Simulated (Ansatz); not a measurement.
**CdF2 (fluorite (111) film, 2 layers): converging the G0W0 gap**

How do accuracy and time trade against each other in G0W0 on CdF2 (fluorite (111) film, 2 layers)?

Calculated with Ansatz 0.2.0; G0W0 on LDA, plane waves, PAW.

### Step 1. Starting point

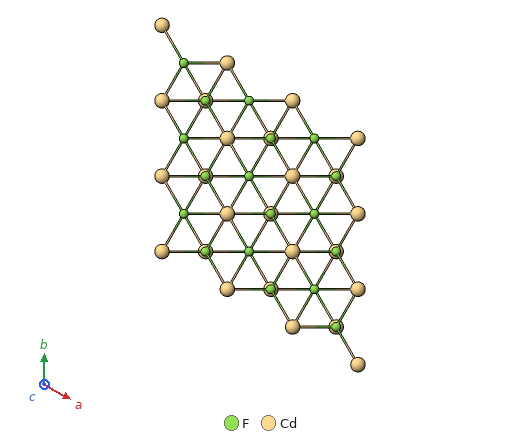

Start, viewed from above; fluorine green, cadmium orange. 3×3×1 cells are drawn. Some periodic images of atoms are drawn too.

The cell holds 6 atoms: 4 F and 2 Cd. Its edges and angles: a = 3.810 Å, b = 3.810 Å, c = 32.100 Å, α = 90.0°, β = 90.0°, γ = 120.0°. It derives from CdF2. Vacuum lies along c.

The structure was relaxed with LDA (ions only). The runs that relaxed it are not among those shown. The default PAW set here is soft_2. Its files were made with PBE. The Coulomb interaction is cut off across the vacuum.

### Step 2. 197 empty bands, screening to 36 eV

G0W0 replaces the xc potential by the self-energy, built once from these orbitals. Only a window of levels is corrected, while the sums run over the empty bands that the input names.

input.yaml

```yaml
crystal:
  lattice:
    - [3.809891337, 0.0, 0.0]
    - [-1.9049456685, 3.2994626835, 0.0]
    - [0.0, 0.0, 32.1]
  atoms:
    - { symbol: F, position: [0.6666666667, 0.3333333333, 0.5239736526] }
    - { symbol: Cd, position: [0.0, 0.0, 0.5466191517] }
    - { symbol: F, position: [0.3333333333, 0.6666666667, 0.5690935133] }
    - { symbol: F, position: [0.3333333333, 0.6666666667, 0.4309064867] }
    - { symbol: Cd, position: [0.6666666667, 0.3333333333, 0.4533808483] }
    - { symbol: F, position: [0.0, 0.0, 0.4760263474] }
  periodic: [true, true, false]
kpoints:
  mp_grid: { grid: [6, 6, 1] }
hamiltonian:
  xc: lda
scf:
  occupations: { method: fixed }
gw:
  n_empty_bands: 197
  ecut_chi: 36
  qp_bands: [v2, c2]
  qp_kpoints: band_edges
  screening: { model: contour_deformation }
```

Run with:

```bash
$ ansatz run input.yaml --threads 8 --pin off --max-ram 17510MiB --backend cpu --events-out ev --progress --plain --runs-dir out
```

Numbers of over 12 decimals in the logs are rounded to 6 here.

What it wrote:

```text
Engine: ansatz 0.2.0, aarch64-unknown-linux-gnu
Pseudopotentials: kind: paw
Pseudopotential: F, paw, valence charge 7, recommended cutoff 420 eV (normal), F.paw.azcp
Pseudopotential: Cd, paw, valence charge 20, recommended cutoff 420 eV (normal), Cd.paw.azcp
Functional definition: SPW92
  exchange = slater_x
  correlation = pw_c
Crystal: 6 atoms, lattice volume = 403.516 Å³
Basis set: ecut = 420 eV, 7871 PW (Γ)
Bands: 41, of which v1, the nominal top of the filled ones, is band 34 counted from 1 (33 counted from 0)
Symmetry: 12 space group operations
Space group: P-3m1 (ITA 164), of the structure as read, at distance tolerance 7.4e-5 Å
k-points: 7 of 36
Non-local potential: F, projectors of the file, l = 0: 2, l = 1: 2, l = 2: 1
Non-local potential: Cd, projectors of the file, l = 0: 3, l = 1: 2, l = 2: 2, l = 3: 1
PAW form: soft (Blöchl's): semilocal exchange-correlation on the pseudo side does not see the compensation charge
PAW frozen core: F, regenerated for the run's functional, and the local potential with it (the file was generated under x = pbe(κ = 0.804, μ = 0.219515), c = pbe(β = 0.066725))
PAW frozen core: Cd, regenerated for the run's functional, and the local potential with it (the file was generated under x = pbe(κ = 0.804, μ = 0.219515), c = pbe(β = 0.066725))
PAW one-centre angular grid: F, 110 points (default); XC on 64 Gauss nodes
PAW one-centre angular grid: Cd, 590 points (default); XC on 64 Gauss nodes
Initial density: superposition of atomic densities (neutral atoms: chi_scale 0, normalization atom), corrected by the library's trained network
Initial wavefunctions: pseudopotential atomic-orbital guess
Functional: x = slater, c = lda
SCF iter   1: F=—  HF=-19411.825903 eV  |F-HF|=—  |Δ(HF+E_count)|=         —  Δρ=9.46e-3  dr2=2.60e-1  ethr=1.77e-3  ⟨swp⟩=7.0  Hψ=1240  notcnv=0  defer=35
preconditioner: auto → Resta (q_TF=auto, 2.028 Å⁻¹)  ε∞=1.9  [insulator: Δε(μ)=2.932 eV  Ē_g=13.978 eV  n_scr=62 (ndim 8)  ℏωp=13.3 eV  f_vac=0.787  ε∞_Penn≈1.9  vacuum switching on, ρ_ref=1.4e-2 e/Å³]
SCF iter   2: F=—  HF=-19411.753399 eV  |F-HF|=—  |Δ(HF+E_count)|=   7.25e-2  Δρ=3.68e-3  dr2=2.43e-2  ethr=3.83e-4  ⟨swp⟩=3.3  Hψ=633  notcnv=0  defer=35
SCF iter   3: F=—  HF=-19411.746793 eV  |F-HF|=—  |Δ(HF+E_count)|=   6.61e-3  Δρ=9.56e-4  dr2=2.14e-3  ethr=3.57e-5  ⟨swp⟩=3.0  Hψ=561  notcnv=0  defer=35
SCF iter   4: F=—  HF=-19411.746344 eV  |F-HF|=—  |Δ(HF+E_count)|=   4.49e-4  Δρ=4.12e-4  dr2=3.55e-4  ethr=3.14e-6  ⟨swp⟩=2.6  Hψ=440  notcnv=0  defer=35
SCF iter   5: F=—  HF=-19411.746340 eV  |F-HF|=—  |Δ(HF+E_count)|=   4.38e-6  Δρ=2.08e-4  dr2=1.09e-4  ethr=5.21e-7  ⟨swp⟩=2.9  Hψ=503  notcnv=0  defer=35
SCF iter   6: F=—  HF=-19411.746320 eV  |F-HF|=—  |Δ(HF+E_count)|=   1.92e-5  Δρ=2.48e-5  dr2=1.49e-6  ethr=1.60e-7  ⟨swp⟩=2.9  Hψ=497  notcnv=0  defer=35
SCF iter   7: F=—  HF=-19411.746321 eV  |F-HF|=—  |Δ(HF+E_count)|=   5.81e-7  Δρ=9.28e-6  dr2=2.54e-7  ethr=2.19e-9  ⟨swp⟩=3.4  Hψ=705  notcnv=0  defer=35
SCF iter   8: F=-19411.746321 eV  HF=-19411.746321 eV  |F-HF|=1.68e-9  |Δ(HF+E_count)|=   3.40e-9  Δρ=1.05e-6  dr2=4.02e-9  ethr=1.47e-10  ⟨swp⟩=20.4  Hψ=1518  notcnv=0
SCF 1 converged in 8 iterations: F = -19411.746321 eV  dr2 = 4.02e-9
  greatest PAW one-centre occupation: 1.000 electrons in one spin orbital (limit 2), on the Cd atom at site 4 (counted from 0), in its partial waves of l = 0
NSCF: frozen V_eff on 7 k-points
G₀W₀ screening: q 1/7
[... further progress lines ...]
SCF converged after 8 iterations
Free energy (F): -19411.746321 eV
Harris-Foulkes:  -19411.746321 eV  (|F-HF|=1.68e-9)
Internal energy: -19411.746321 eV  (E = F + TS)
E sigma→0 (E₀):  -19411.746321 eV
Fermi energy:    -8.374521 eV
--- Per-component energies (eV) ---
  E_band       = -1960.432970
  E_kinetic    = 1827.093778
  E_local      = -213827.541005  (includes V_loc(G=0)·N_el)
  E_nonlocal   = 391.498221
  E_hartree    = 105924.578461
  E_xc         = -658.284576
  E_vxc        = -840.480052  (∫ρ·V_xc dr)
  E_paw        = -8650.417945  (= ΣΔE_a)
  E_vpaw       = -1360.168396  (= ΣTr[D̂ρ^β])
  E_aug_tail   = 0.008116  (compensation charges beyond the density's cutoff)
  E_ewald      = 95579.332484
  E_core_change = 1.986145  (= ΣΔE_core)
  E_smearing   = -0.000000  (= −TS)
  E_closure    = 0.000000  (closes the sum)
  Σ components = -19411.746321   (vs F -19411.746321, Δ=0.00e0)
--- Band table (eV; the first three rows and the last of 7) ---
  k-point 0: bands = [... 30 lower, -8.6794, -8.6794, -8.6362, -8.6362, -5.1792, -3.7752, -0.7248 (-0.7250°), -0.0711 (-0.0994°?), ... 3 higher]
  k-point 1: bands = [... 30 lower, -8.7751, -8.6969, -8.6041, -8.5778, -4.3948, -3.3012, -0.3890 (-0.3892°), 0.2657 (0.2467°), ... 3 higher]
  k-point 2: bands = [... 30 lower, -8.7901, -8.7140, -8.4910, -8.4446, -2.8075, -2.1956, 0.5022 (0.5022°), 1.0318 (1.0309°), ... 3 higher]
  k-point 6: bands = [... 30 lower, -8.7290, -8.6241, -8.6241, -8.5462, -1.3229, -1.3229, 1.8684, 1.9010, ... 3 higher]
  ° read free of the cell's end (the report's vacuum.weakly_bound_levels)
  °? not known for the slab's own: over its row's bound_up_to_ev there, or no deeper under its free states than its continued_xc_part_ev in size
--- G₀W₀: contour deformation, 6 samples at zero and on the imaginary axis and 3 off it, 36 q-points, 197 empty bands' worth ---
  eigenvalues of the whole cell's RPA ε∞ on this k-mesh (on a slab, of 1 + 4πα/V) = 1.1222, 1.4087, 1.4087; static W/v taken at q = 0 is 0.800713
  bands read: the sum over 231 bands ends inside a degenerate multiplet in 1 slot, whose members it reads at an even weight; the widest, k=6: bands 231 to 232 (counted from 1) at 1/2 each
  gw.qp_kpoints: band_edges: 7 of 7 stored k-points solved, in 1 pass; an edge of the gap read off the rows below is read off those points alone
  `?` marks the rows in doubt; gw_qp.tsv's column doubts and the gw_qp event give each row's grounds
    ik  band        ε_KS         Σx   Σc(E_QP)       V_xc       Z   E_QP_lin       E_QP  E_QP is
     0    33     -8.6362   -34.2494     4.9793   -27.1785  0.7853   -10.8305   -10.7278  root ?
     0    34     -8.6362   -34.2494     4.9793   -27.1785  0.7853   -10.8305   -10.7278  root ?
     0    35     -5.1792    -9.1411    -2.8501   -13.9420  0.8648    -3.1893    -3.2285  root
     0    36     -3.7752    -9.2377    -2.6929   -13.9079  0.8576    -1.7472    -1.7979  root
     1    33     -8.6041   -33.7930     5.0191   -26.7015  0.7840   -10.7765   -10.6765  root
     1    34     -8.5778   -33.6640     4.9894   -26.6157  0.7835   -10.7343   -10.6367  root
     1    35     -4.3948   -10.5232    -2.7236   -15.2253  0.8564    -2.3719    -2.4164  root
     1    36     -3.3012    -9.4715    -2.7678   -14.2724  0.8535    -1.2062    -1.2681  root
     2    33     -8.4910   -33.6317     4.9916   -26.5827  0.7836   -10.6450   -10.5484  root
     2    34     -8.4446   -33.2405     5.0255   -26.1794  0.7829   -10.5722   -10.4802  root
     2    35     -2.8075   -11.6061    -2.9073   -16.6854  0.8424    -0.5583    -0.6355  root
     2    36     -2.1956   -10.1068    -3.0144   -15.3370  0.8417     0.1079     0.0201  root
     3    33     -8.4441   -33.6114     4.9851   -26.5708  0.7840   -10.5951   -10.4996  root
     3    34     -8.3745   -33.2429     5.0279   -26.1825  0.7833   -10.4974   -10.4070  root
     3    35     -1.6795   -12.0545    -3.2254   -17.6966  0.8292     0.8566     0.7372  root ?
     3    36     -1.5315   -11.0695    -3.3026   -16.7885  0.8315     1.0128     0.8849  root ?
     4    33     -8.6544   -32.9662     5.1751   -25.6743  0.7753   -10.8870   -10.7712  root ?
     4    34     -8.4676   -33.3374     5.0493   -26.2405  0.7828   -10.6096   -10.5153  root
     4    35     -3.2429   -11.4841    -2.8152   -16.4047  0.8461    -1.0716    -1.1375  root
     4    36     -2.5026    -9.9267    -2.9282   -15.0052  0.8453    -0.2705    -0.3522  root
     5    33     -8.5560   -32.7853     5.2014   -25.4955  0.7758   -10.7517   -10.6443  root ?
     5    34     -8.4467   -33.0402     5.1043   -25.8841  0.7804   -10.5946   -10.4984  root
     5    35     -1.8700   -11.8680    -3.1651   -17.3924  0.8324     0.5968     0.4892  root ?
     5    36     -1.5447   -10.9147    -3.2612   -16.5638  0.8316     0.9657     0.8432  root ?
     6    33     -8.6241   -32.8639     5.1386   -25.7028  0.7795   -10.7407   -10.6465  root
     6    34     -8.5462   -32.2809     5.4704   -24.6533  0.7666   -10.8293   -10.7032  root ?
     6    35     -1.3229   -11.5968    -3.3846   -17.4602  0.8266     1.2966     1.1559  root ?
     6    36     -1.3229   -11.5968    -3.3846   -17.4602  0.8266     1.2966     1.1559  root ?
```

Wall time 36 s (8 threads of Arm Neoverse V1, shared host); peak memory 2.1 GiB; 4.3 min of CPU time.

Reading the cycles: dr2 is the Hartree energy of the density residual (eV), the measure of convergence; HF is the Harris–Foulkes estimate of the energy, which meets the free energy F at convergence.

Numbers from this step:

- bands summed: 231
- plane waves in the screening matrix: 181
- q-points in the mesh: 36
- G0W0 gap on the mesh: 7.179 eV
- k of the valence top: 0, -0.5, 0
- k of the conduction bottom: 0, 0, 0
- starting gap on the mesh: 3.195 eV
- Z at the valence top: 0.7833
- Z at the conduction bottom: 0.8648
- least direct G0W0 gap on the computed points: 7.499 eV

The gap on the mesh goes from 3.20 eV to 7.18 eV, a correction of +3.98 eV. Between the two edge states, bare exchange in place of the xc potential would open the gap by 11.86 eV, and correlation takes back 7.88 eV.

### Step 3. 480 empty bands, screening to 65 eV

Bands and screening cutoff are moved together, since each hides the error of the other.

input.yaml, as its differences from that of step 2:

```diff
@@ -19,5 +19,6 @@
   occupations: { method: fixed }
+  convergence: { dr2_threshold: 1.0e-10 }
 gw:
-  n_empty_bands: 197
-  ecut_chi: 36
+  n_empty_bands: 480
+  ecut_chi: 65.0
   qp_bands: [v2, c2]
```

What it wrote:

```text
[...]
Crystal: 6 atoms, lattice volume = 403.516 Å³
Basis set: ecut = 420 eV, 7871 PW (Γ)
Bands: 41, of which v1, the nominal top of the filled ones, is band 34 counted from 1 (33 counted from 0)
[... 1 set-up line as in the run before ...]
[...]
k-points: 7 of 36
[...]
SCF iter   1: F=—  HF=-19411.825903 eV  |F-HF|=—  |Δ(HF+E_count)|=         —  Δρ=9.46e-3  dr2=2.60e-1  ethr=1.77e-3  ⟨swp⟩=7.0  Hψ=1240  notcnv=0  defer=35
[...]
SCF iter  10: F=-19411.746321 eV  HF=-19411.746321 eV  |F-HF|=3.27e-11  |Δ(HF+E_count)|=  1.86e-10  Δρ=3.66e-8  dr2=4.46e-12  ethr=1.00e-12  ⟨swp⟩=21.3  Hψ=1578  notcnv=0
SCF 1 converged in 10 iterations: F = -19411.746321 eV  dr2 = 4.46e-12
[...]
NSCF: frozen V_eff on 7 k-points
WARN: eigensolver did not converge (k=0): 1 band(s) unlocked after 6 eigensolves, warm-restarted (20 sweeps on the last) at ethr=1.31e-11 eV (storage-precision floor; scheduled 1.00e-12 eV) (lowest unlocked band 517, counted from 0; max residual 6.50e-4 eV among the unlocked bands, 6.50e-4 eV over every band; other slots of this pass that fall short are told together in one closing line; warning suppressed until the next SCF loop or pass starts)
G₀W₀ screening: q 1/7
[... further progress lines ...]
SCF converged after 10 iterations
Free energy (F): -19411.746321 eV
[...]
Internal energy: -19411.746321 eV  (E = F + TS)
E sigma→0 (E₀):  -19411.746321 eV
Fermi energy:    -8.374481 eV
[...]
--- Band table (eV; the first three rows and the last of 7) ---
[...]
0    33     -8.6362   -34.2494     5.3338   -27.1785  0.7723   -10.4377   -10.3733  root *
     0    34     -8.6362   -34.2494     5.3338   -27.1785  0.7723   -10.4377   -10.3733  root *
     0    35     -5.1792    -9.1411    -3.0694   -13.9420  0.8617    -3.4188    -3.4478  root *
     0    36     -3.7752    -9.2377    -2.8479   -13.9080  0.8532    -1.9111    -1.9529  root *
     1    33     -8.6040   -33.7930     5.3945   -26.7015  0.7707   -10.3617   -10.3010  root
     1    34     -8.5777   -33.6639     5.3632   -26.6157  0.7701   -10.3221   -10.2628  root
     1    35     -4.3948   -10.5233    -2.8938   -15.2253  0.8517    -2.5516    -2.5866  root
     1    36     -3.3011    -9.4716    -2.9187   -14.2724  0.8488    -1.3693    -1.4191  root
     2    33     -8.4910   -33.6316     5.3758   -26.5827  0.7701   -10.2221   -10.1642  root
     2    34     -8.4446   -33.2404     5.4301   -26.1793  0.7690   -10.1291   -10.0755  root
     2    35     -2.8075   -11.6062    -3.0523   -16.6855  0.8361    -0.7172    -0.7805  root
     2    36     -2.1956   -10.1069    -3.1814   -15.3371  0.8361    -0.0710    -0.1468  root
[...]
3    36     -1.5315   -11.0695    -3.4920   -16.7885  0.8249     0.7965     0.6956  root ?
[...]
5    35     -1.8700   -11.8681    -3.3333   -17.3924  0.8256     0.4119     0.3211  root
     5    36     -1.5447   -10.9147    -3.4432   -16.5638  0.8250     0.7588     0.6612  root
     6    33     -8.6241   -32.8638     5.5404   -25.7028  0.7657   -10.2993   -10.2447  root
     6    34     -8.5461   -32.2808     5.8925   -24.6533  0.7537   -10.3539   -10.2812  root
     6    35     -1.3228   -11.5968    -3.5764   -17.4602  0.8196     1.0764     0.9641  root ?
     6    36     -1.3228   -11.5968    -3.5764   -17.4602  0.8196     1.0764     0.9641  root ?
```

Run time: 2.6 min. Hardware: 8 threads; peak memory 5.2 GiB; 20 min of CPU time.

This step gave:

```yaml
bands_summed: 514
plane_waves_in_the_screening_matrix: 517
q_points_in_the_mesh: 36
g0w0_gap_on_the_mesh: 6.546 eV
k_of_the_valence_top: 0, -0.5, 0
k_of_the_conduction_bottom: 0, 0, 0
starting_gap_on_the_mesh: 3.195 eV
z_at_the_valence_top: 0.7691
z_at_the_conduction_bottom: 0.8617
least_direct_g0w0_gap_on_the_computed_points: 6.926 eV
```

Against the run with 6×6×1 mesh, 197 empty bands, screening to 36 eV, the gap moves by −0.63 eV.

### Step 4. The runs together

Times are wall times on 8 threads of Arm Neoverse V1, shared host, good to a factor of about two.

| mesh | files | frequency | bands summed | cutoff (eV) | start (eV) | G0W0 (eV) | time | host memory (GiB) |
| --- | --- | --- | --- | --- | --- | --- | --- | --- |
| 6×6×1 | default PAW | contour deformation | 231 | 36 | 3.195 | 7.179 | 36 s | 2.1 |
| 6×6×1 | default PAW | contour deformation | 514 | 65 | 3.195 | 6.546 | 2.6 min | 5.2 |

The parts of the quasiparticle energy at the two band edges (eV; QP = start + Σx + Σc − Vxc):

| run | edge | start | Σx | Σc | Vxc | Z | QP |
| --- | --- | --- | --- | --- | --- | --- | --- |
| 231 bands | valence top | -8.37 | -33.24 | 5.03 | -26.18 | 0.78 | -10.41 |
| 231 bands | conduction bottom | -5.18 | -9.14 | -2.85 | -13.94 | 0.86 | -3.23 |
| 514 bands | valence top | -8.37 | -33.24 | 5.44 | -26.18 | 0.77 | -9.99 |
| 514 bands | conduction bottom | -5.18 | -9.14 | -3.07 | -13.94 | 0.86 | -3.45 |

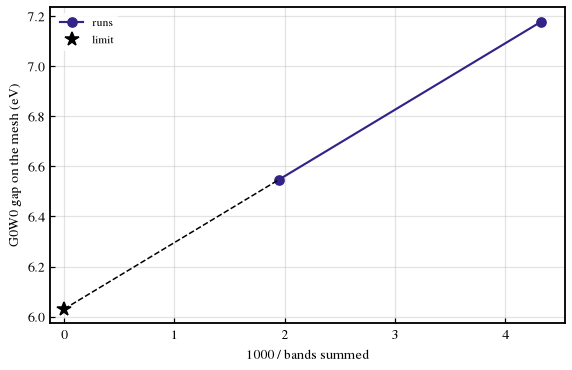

The gap against one over the number of bands; the dashed line carries the two highest rungs to the limit.

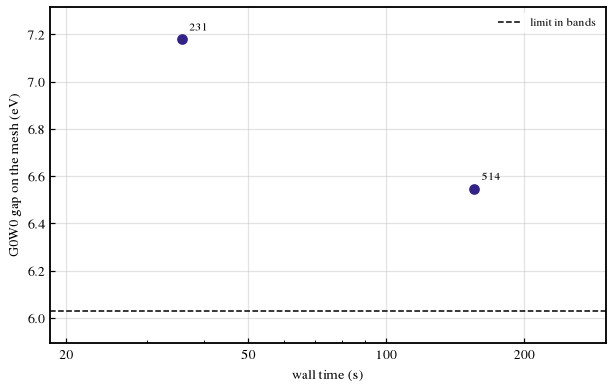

Result against wall time.

### Step 5. Results

| Quantity | Value |
| --- | --- |
| 231 bands, 36 eV | 7.179 eV |
| 514 bands, 65 eV | 6.546 eV |
| estimated limit in bands and cutoff | 6.03 eV |
| mesh and start | 6×6×1, LDA |

What this shows: A line in one over the bands through the two rungs gives 6.03 eV, −0.52 eV from the top rung; with two points alone it is an unchecked estimate. The rungs stand 1.15 eV (231 bands) and 0.52 eV (514 bands) from it. From 231 to 514 bands the gap moves by −0.63 eV while the time grows 4.4-fold. Σc changes by +0.41 eV at the valence top and −0.22 eV at the conduction bottom, so both edges matter. In a film the band edges may be surface states, so its gap need not approach the bulk's. At these cutoffs the gaps of films stand short of the band limit, often by tenths of an eV, while the trend with thickness is less touched. The mesh in the plane is coarse for a sheet; gap and any exciton binding can still move on denser ones. A d shell, filled or nearly so, lies near the gap. One-shot GW converges very slowly in bands there, not always from below, and on a semilocal start the gap tends to come out low; starts rich in exact exchange can overshoot instead. The many-body steps are scalar-relativistic: spin-orbit coupling is not in them.

[Paths, hosts, dates, memory and timing lines, banners, echoed tables and standing remarks are left out of the program output.]

[Logs are printed without paths, hosts, clocks, repeated set-up lines and the standing remarks that a program may print on its own settings, such as how far it seeks lower states.]

[Runs of the session that timed out or met a known fault of the program may be left out.]

[Cells called generated may have been cut or substituted from an entry of the Crystallography Open Database or the Materials Project.]

[Hosts, paths, dates, database ids (printed as entryN), source tags and the programs' standing remarks are cut or masked in the printed files.]
